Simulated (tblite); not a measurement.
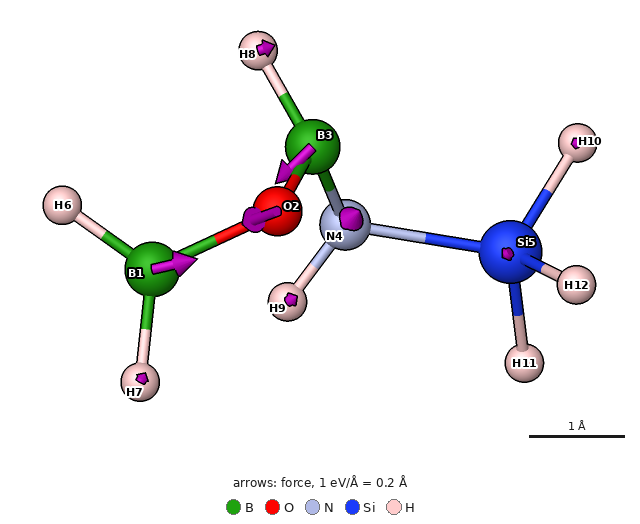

Starting geometry of B2SiNH7O with the computed forces as purple arrows. The picture is a ball-and-stick view, seen from a free direction.

All numbers below come from GFN2-xTB geometry optimisation, gas phase (tblite). 

> Is this structure relaxed? If not, where do the atoms go?

It isn't relaxed: the largest force vector, on O2, is 3.47 eV/Å. The final displacements follow the starting forces only in part (cosine between the two patterns 0.32). The atom that moves furthest after the best rigid fit is H8 (1.30 Å). Largest moves by element: H 1.30 Å, O 0.95 Å, N 0.65 Å, B 0.55 Å, Si 0.27 Å. Some distances before and after: B1–O2 1.455 → 1.296 Å, O2–B3 1.460 → 1.318 Å, B3–N4 1.532 → 1.418 Å, N4–Si5 1.775 → 1.732 Å. Among the angles between lasting bonds that change: B1–O2–B3 112.2° → 178.5°, B3–N4–Si5 113.6° → 129.3°, O2–B3–H8 115.4° → 120.1°. The energy falls by 218.4 kJ/mol in 89 geometry steps. Cost: 0.39 s on 1 thread of Arm Neoverse V1 (shared host).
